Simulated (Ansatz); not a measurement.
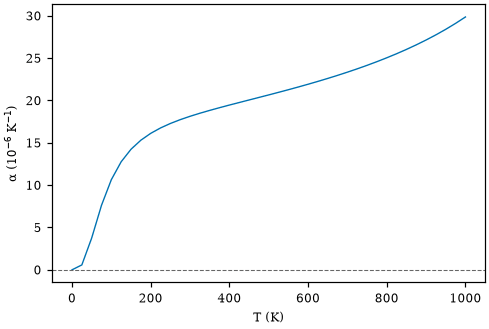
Figure. Linear thermal expansion of rock salt MgSe from the quasi-harmonic free energy, LDA density-functional theory in Ansatz (plane waves, PAW)

### Question
Read off α at 800 K, and say whether it is negative anywhere.

### Answer
About 25 × 10⁻⁶ K⁻¹. It is not negative in the range shown.

The PAW data sets were generated under PBE and serve the other functionals too.

Ansatz is a program for electronic structure.
